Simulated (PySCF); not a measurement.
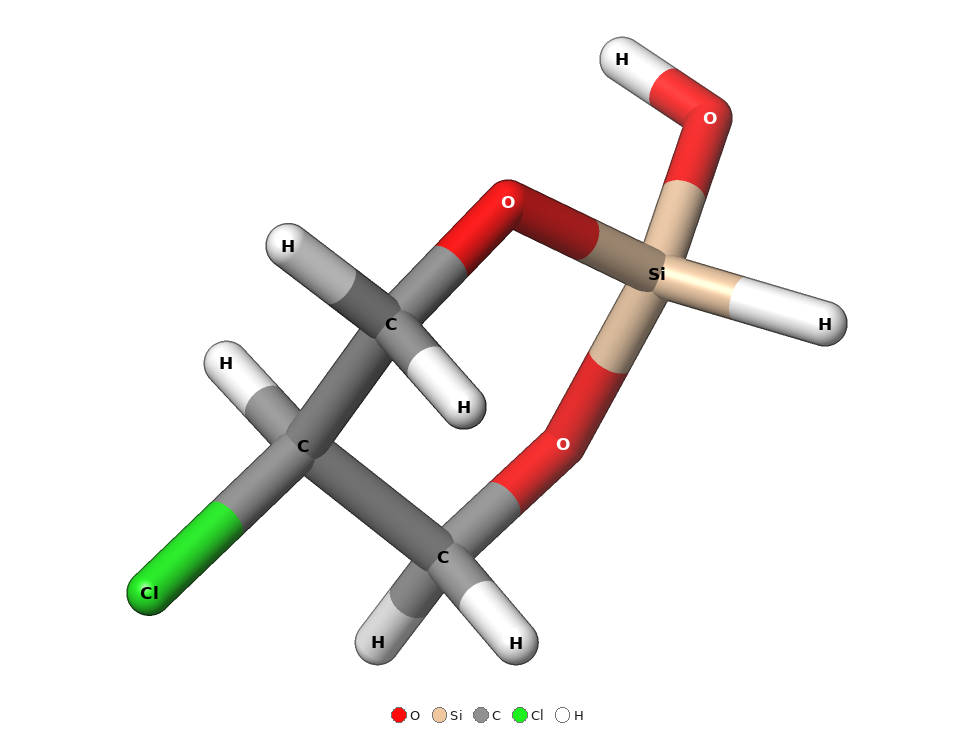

The geometry was computed by an optimisation with GFN2-xTB. No frequency run is at hand to confirm it as a minimum. Properties computed with B3LYP/def2-SVPD, gas phase (PySCF 2.14.0). Excitations: vertical, linear response.

Computed properties:

The species is C₃H₇ClO₃Si (`O[Si@H]1OC[C@H](Cl)CO1`).
- dipole moment: 0.90 D
- HOMO energy (Kohn–Sham orbital): −8.13 eV
- LUMO energy (Kohn–Sham orbital): −0.20 eV
- HOMO–LUMO gap: 7.92 eV
- mean static polarisability: 80.6 bohr³
- lowest vertical singlet excitation: 6.93 eV
- its oscillator strength: 0.002
- brightest of the 8 lowest singlets: 7.72 eV
- its oscillator strength: 0.10

The geometry is semi-empirical. Around Si such bond lengths and angles can be off by a tenth of an ångström or more and by several degrees, and values that hang on the shape move with them.
